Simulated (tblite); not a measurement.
**Frequency calculation of In9N9H26**

In9N9H26, computed with GFN2-xTB harmonic vibrations, gas phase (tblite 0.8.0).

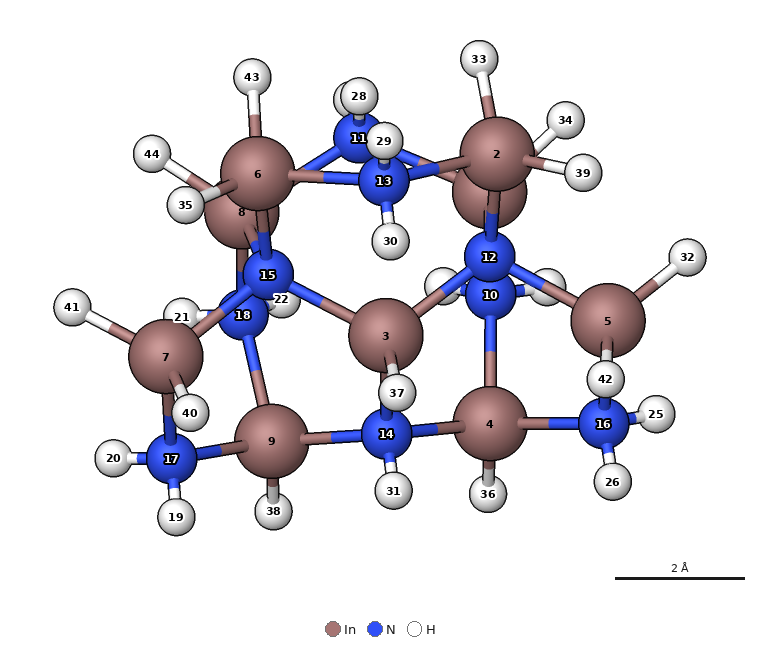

Fig. 1: The input geometry (ball-and-stick view, seen at a tilt; atoms are numbered from 1 in the order of the input). Sticks mark near contacts. Bond lengths as drawn: H–In 1.69 to 1.73 Å, H–N 1.02 to 1.03 Å and In–N 2.06 to 2.30 Å.

**Results in brief**

| quantity | value |
| --- | --- |
| outcome | converged |
| total energy | −1375.4566 eV |
| zero-point energy | 150.2330 kcal/mol |
| hardware | 2 CPU threads, shared host |
| wall time | 20 s (CPU time 27 s) |
| peak memory | 0.16 GiB |

**Input file**
```
{"job": {"kind": "ir", "xc": "GFN2-xTB", "basis": "xTB"}, "charge": 0, "multiplicity": 1}
In    -2.499029    -0.801200    -0.347001
In    -0.827296    -1.691282    -3.048029
In     1.019317    -0.587895    -0.308086
In    -0.641033    -1.608489     2.737478
In    -0.581404    -3.669078    -0.392874
In     1.050368     1.562152    -3.048917
In     2.886958     2.339159    -0.394211
In    -0.555374     2.565388    -0.347375
In     1.073874     1.360716     2.736844
N     -2.486976    -0.808477     1.900682
N     -2.340347     1.351434    -0.830943
N     -0.686550    -1.609476    -0.892908
N      0.963717    -0.556475    -3.653060
N      0.987123    -0.569102     1.892659
N      1.050887     1.399945    -0.893873
N     -0.578756    -3.579021     1.901220
N      2.811527     2.290970     1.899783
N     -0.542306     2.558761     1.900358
H      3.665136     1.836596     2.228189
H      2.873413     3.258399     2.218703
H     -0.381556     3.528231     2.180778
H     -1.451033     2.300988     2.288200
H     -3.246008    -1.432491     2.181465
H     -2.718251     0.107443     2.288313
H     -1.386364    -4.115612     2.219534
H      0.240839    -4.091808     2.230274
H     -3.213713     1.855477    -0.669216
H     -2.242686     1.294932    -1.850153
H      1.088355    -0.628546    -4.664545
H      1.776243    -1.025618    -3.240249
H      1.840616    -1.062313     2.164143
H     -2.123132    -4.344409    -0.642595
H     -2.214484    -0.777060    -3.513802
H     -3.985668    -1.444871    -0.817126
H      2.590960     2.104189    -3.547124
H     -0.748303    -1.509222     4.419383
H      2.463691    -1.421923    -0.695211
H      0.934947     1.404505     4.418720
H     -0.525995    -3.296538    -3.545839
H      4.197885     1.339525    -0.744197
H      2.699911     4.011953    -0.643215
H      0.940102    -4.304113    -0.741641
H     -0.435383     2.306023    -3.514370
H     -0.741422     4.174621    -0.818053
```

The first line tells a small driver script what to run in tblite; the rest is the geometry in Å.

Launch command:
```bash
OMP_NUM_THREADS=2 python <driver script> task.json out
```

**Log**
```
mode    cm-1     km/mol
  1     -35.5      2.92
  2      12.3      0.12
  3      33.5      1.04
  4      38.0      0.43
  5      41.4      1.18
  6      45.9      0.22
  7      47.0      0.65
  8      52.7      2.27
  9      57.5      0.38
 10      59.4      0.01
 11      66.7      0.27
 12      68.8      0.47
 13      71.0      0.46
 14      72.8      0.15
 15      74.1      0.18
 16      77.8      1.72
 17      82.6      0.17
 18      86.2      0.38
 19      93.8      1.50
 20     100.5      0.35
 21     105.1      0.52
 22     106.4      0.66
 23     117.5      1.55
 24     126.0      1.33
 25     137.8      0.10
 26     146.9      0.47
 27     165.9      3.51
 28     242.9     10.47
 29     244.2     21.54
 30     262.3      2.38
 31     267.7      2.83
 32     274.2      5.87
 33     278.2      0.02
 34     284.5      0.01
 35     291.2      6.24
 36     293.2     32.11
 37     296.9      4.38
 38     301.6      0.70
 39     317.8     39.83
 40     319.9      1.82
 41     332.8      2.10
 42     342.2      4.12
 43     345.3      0.40
 44     356.5     10.80
 45     356.9     55.43
 46     366.1      0.87
 47     369.2     25.44
 48     373.3      5.68
 49     373.6    155.15
 50     377.7      8.62
 51     380.6      0.41
 52     388.2      0.07
 53     393.3    110.35
 54     394.0     28.60
 55     399.6    129.46
 56     401.1     30.29
 57     413.1     16.82
 58     417.8     18.20
 59     424.2     15.33
 60     433.4    116.45
 61     444.0     31.35
 62     447.4     14.25
 63     447.6     44.05
 64     450.4      2.65
 65     457.2      0.02
 66     472.3    614.63
 67     476.9     44.72
 68     478.4    104.25
 69     496.6    234.55
 70     498.3    279.43
 71     502.8   1046.28
 72     526.8    622.19
 73     536.5    678.31
 74     536.9    158.64
 75     554.9    330.91
 76     555.0     53.92
 77     563.8     97.30
 78     567.6    326.05
 79     585.5     99.52
 80     606.2    715.62
 81     641.7      3.08
 82     666.2      5.76
 83     687.3     23.46
 84     689.3      0.16
 85     694.8     24.64
 86     710.9     10.76
 87     756.5     26.21
 88     762.3     81.01
 89     768.3     23.60
 90     773.5     28.76
 91     785.8    563.70
 92     789.9    197.33
 93     813.3     90.13
 94     827.4    240.13
 95    1393.9      0.33
 96    1403.1    313.16
 97    1436.6      3.64
 98    1439.0     42.78
 99    1448.5    131.34
100    1451.2     87.66
101    1455.0     85.87
102    1456.5     48.01
103    1468.1     82.93
104    1505.0     63.81
105    1508.3    247.21
106    1528.1    828.80
107    1529.7    355.92
108    1584.0     38.26
109    1587.8    207.10
110    1592.0    445.32
111    1617.5    975.91
112    1631.8    247.43
113    1640.4   1455.62
114    3205.4      9.70
115    3215.4      2.25
116    3222.5      0.59
117    3269.3      1.07
118    3269.6      1.00
119    3274.0      2.20
120    3276.0      3.14
121    3279.4      0.13
122    3280.3      2.15
123    3280.6      1.08
124    3284.2      0.66
125    3291.3      0.83
126    3291.8      1.79
```

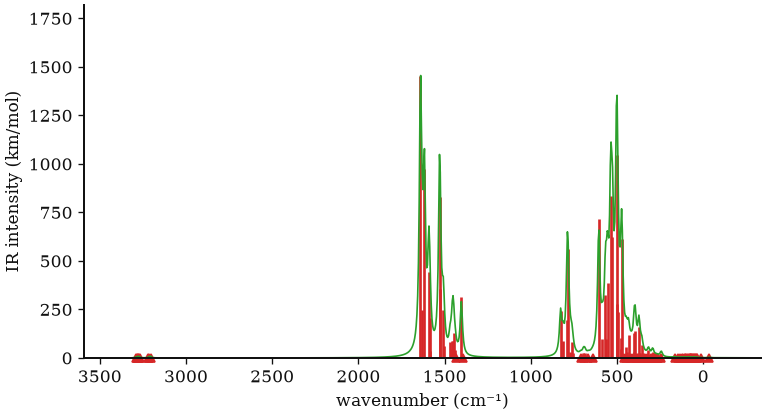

Fig. 2: Harmonic infrared spectrum, unscaled: sticks (degenerate modes added up, dark ones marked on the axis) with a Lorentzian envelope of 16 cm⁻¹ full width, scaled to the tallest stick; imaginary modes are drawn at negative wavenumbers. 126 modes from 36i to 3292 cm⁻¹, 1 imaginary beyond 8i (36i cm⁻¹): not a clean minimum; so soft a mode can be a shallow saddle, an incomplete relaxation or noise of the force constants. The strongest line is at 1640 cm⁻¹ (1456 km/mol).
